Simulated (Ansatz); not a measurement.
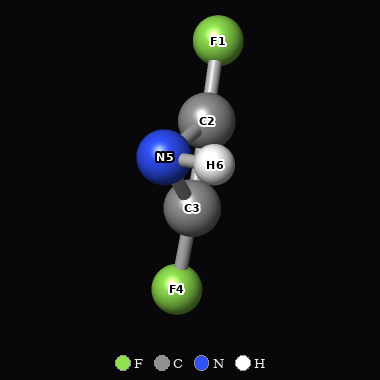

The system is C₂HF₂N (SMILES FC1=C(F)N1) with the probe H2O; the picture shows it without the atoms that are moved over the map. The probe is moved over a plane parallel to the molecule's main plane, 2.55 Å above it. The first coordinate is: x of the probe's H atom; the second: y of the probe's H atom. Nothing is relaxed (molecule and probe rigid, the probe upright with H nearest the plane). The scan uses an 11 × 9 grid. Points are written as (first, second). All energies are given in meV relative to the lowest grid point. These are results of RKS PBE0-D4/def2-SVPD (Ansatz 0.2.0), not measurements.

Range: x of the probe's H atom from −3.40 to 3.40 Å; y of the probe's H atom from −2.72 to 2.72 Å.

What landscape does the calculation give?

Answer. The lowest grid point is at (0.00 Å, −0.68 Å). The highest grid point, (0.00 Å, 2.04 Å), lies 138 meV above the lowest. Near the minimum the curvatures are about 0.073 and 0.1 eV/Å² along the soft and the stiff direction.

| y of the probe's H atom ↓, x of the probe's H atom → | −3.40 | −2.72 | −2.04 | −1.36 | −0.68 | 0.00 | 0.68 | 1.36 | 2.04 | 2.72 | 3.40 |
| --- | --- | --- | --- | --- | --- | --- | --- | --- | --- | --- | --- |
| 2.72 | 89 | 88 | 85 | 88 | 98 | 101 | 86 | 66 | 57 | 60 | 64 |
| 2.04 | 89 | 87 | 87 | 96 | 121 | 138 | 108 | 71 | 55 | 56 | 61 |
| 1.36 | 85 | 83 | 85 | 96 | 117 | 131 | 103 | 69 | 53 | 52 | 57 |
| 0.68 | 78 | 75 | 78 | 82 | 82 | 76 | 64 | 56 | 50 | 47 | 52 |
| 0.00 | 69 | 64 | 66 | 62 | 39 | 17 | 19 | 39 | 43 | 40 | 46 |
| −0.68 | 63 | 55 | 53 | 48 | 22 | 0 | 7 | 30 | 36 | 35 | 44 |
| −1.36 | 63 | 54 | 50 | 46 | 33 | 21 | 24 | 35 | 37 | 40 | 49 |
| −2.04 | 69 | 61 | 57 | 54 | 49 | 45 | 44 | 46 | 47 | 50 | 58 |
| −2.72 | 75 | 71 | 67 | 65 | 62 | 60 | 59 | 58 | 59 | 62 | 66 |

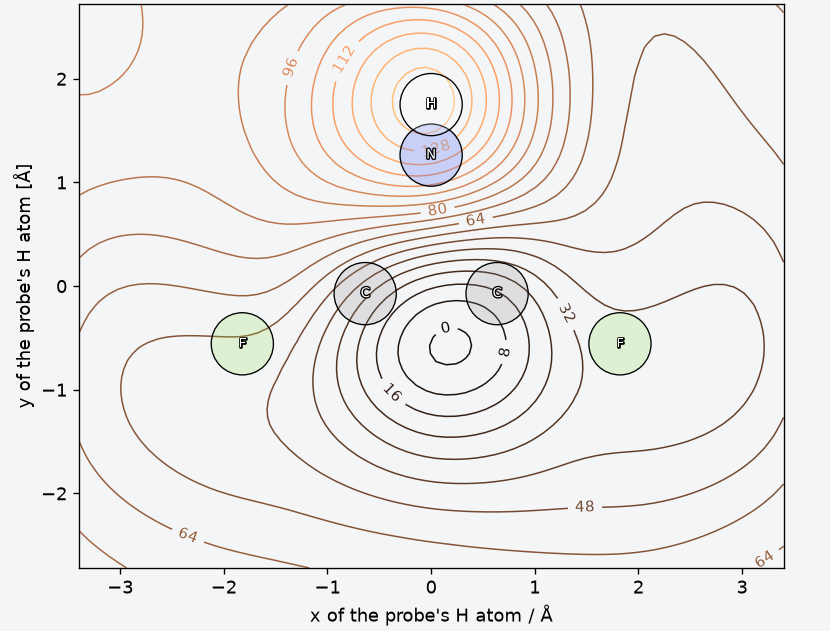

Drawn: contour lines labelled in meV, labelled circles for the molecule's atoms, projected on the plane. Between grid points the surface is interpolated.

Each point was launched as `ansatz run input.yaml --threads 1 --pin off --max-ram 2560MiB --backend cpu --events-out ev --progress --plain --runs-dir out`. The whole map (99 points run) took 10 min on 1 thread of Arm Neoverse V2 (shared host).
